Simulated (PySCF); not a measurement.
## A study: C6H6ClNO2, SMILES `COc1c[n+]([O-])ccc1Cl`

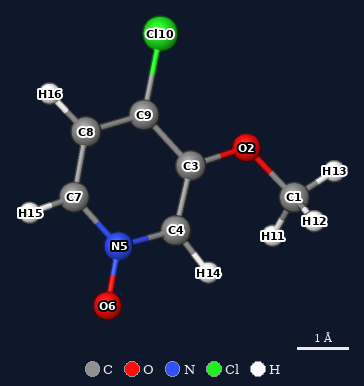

The molecule, with its atoms numbered as below. No frequency check shows the geometry to be a minimum.

Cartesian coordinates (Å):

```
C1       0.8857   -2.8453   -0.0011
O2       1.2404   -1.4796    0.0023
C3       0.2634   -0.5550    0.0016
C4      -1.0903   -0.8397    0.0019
N5      -2.0414    0.1280    0.0005
O6      -3.2542   -0.1861    0.0010
C7      -1.6551    1.4223   -0.0017
C8      -0.3247    1.7741   -0.0018
C9       0.6543    0.7972    0.0001
Cl10     2.3254    1.1999    0.0003
H11      0.3115   -3.1050   -0.9041
H12      0.3145   -3.1107    0.8836
H13      1.8279   -3.3900   -0.0044
H14     -1.4826   -1.8441    0.0034
H15     -2.4546    2.1453   -0.0031
H16     -0.0476    2.8151   -0.0036
```

### 1. Excited states

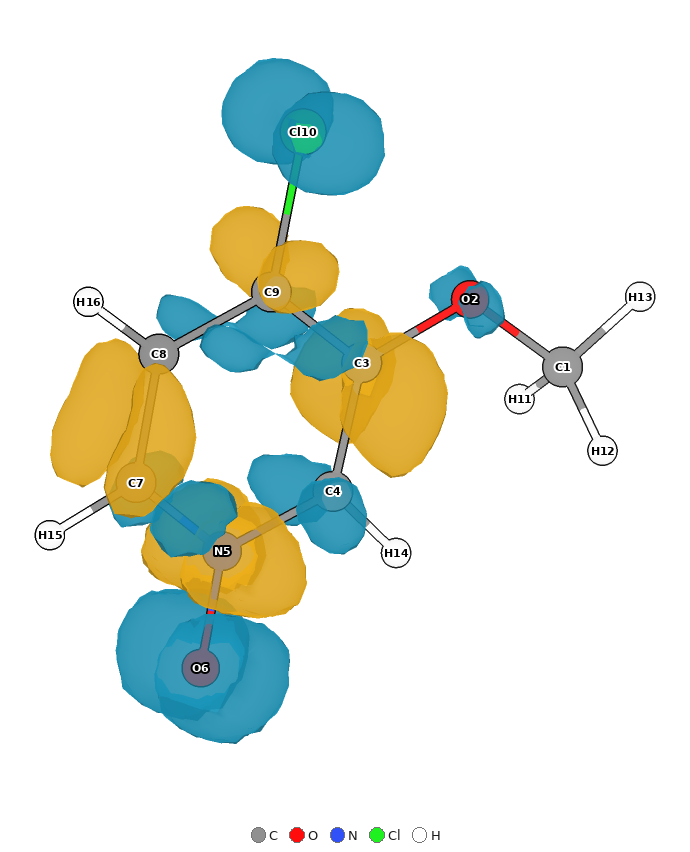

Unrelaxed difference density of S₃ less the ground state (TDA singlet states), ±0.015 e/Å³; yellow: gain, teal: loss.

Method: CAM-B3LYP/6-31G*; geometry: GFN2-xTB; program: PySCF. Without diffuse functions Rydberg states are missing, so the states' numbers hold for this basis only.

> How does the charge move on excitation?

0.38 e is displaced in all, of which about 0.2 e passes between atoms: O6 (0.18 e) and Cl10 (0.06 e) lose electrons and N5 (0.12 e) and C3 (0.05 e) gain them. The state: 5.59 eV (222 nm), f = 0.391 (bright); the leading pair carries 85 %; hole on O6 (32 %), C9 (14 %) and Cl10 (11 %), electron on N5 (20 %), C9 (15 %) and O6 (14 %) (shares are of the whole state, not of the leading pair alone); their centroids lie 0.1 Å apart.

### 2. Removing or adding an electron

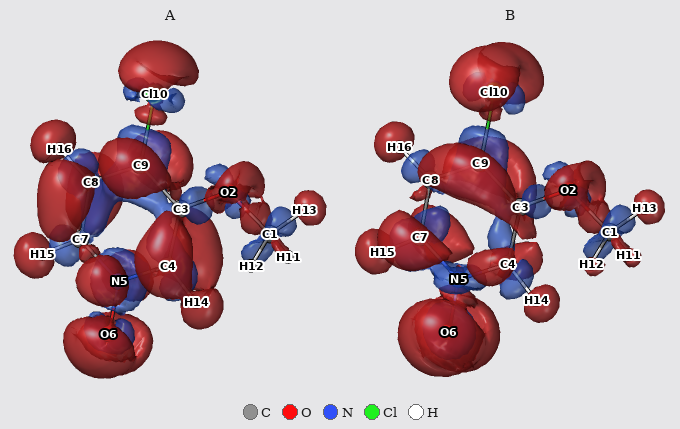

The two Fukui functions at ±0.015 e/Å³ (red positive, blue negative).

Level of theory: B3LYP/6-31G* (PySCF), at a geometry from GFN2-xTB.

> Which panel is f⁻ (electron removed) and which f⁺ (electron added)?

A is f⁺, B is f⁻. f⁻ (Hirshfeld-condensed) is largest on O6 (0.26) and Cl10 (0.17); the vertical ionisation energy is 7.76 eV (the stability of the cation's solution wasn't checked). f⁺ (Hirshfeld-condensed) is largest on O6 (0.15), Cl10 (0.14) and C9 (0.11); the vertical electron affinity is −0.95 eV (the stability of the anion's solution wasn't checked; negative, but this basis has no diffuse functions, so it doesn't show that the anion is unbound).

> What chemical potential and hardness follow from the two energies?

μ = −(I + A)/2 = −3.40 eV and η = I − A = 8.71 eV.

### 3. Localised orbitals

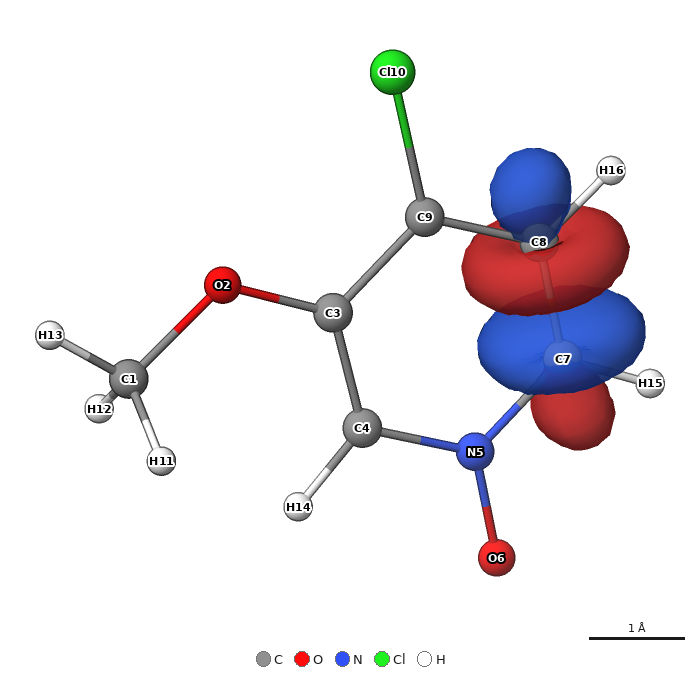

Intrinsic bond orbitals (IBO), occupied and valence-virtual; each surface holds about 85 % of the orbital's density. Energies are diagonal elements of the Fock matrix.

Method: HF/def2-SVP; geometry: GFN2-xTB; program: PySCF.

> What does this orbital represent?

σ* orbital C7–C8 (C7 50 %, C8 50 %; 21.7 eV).
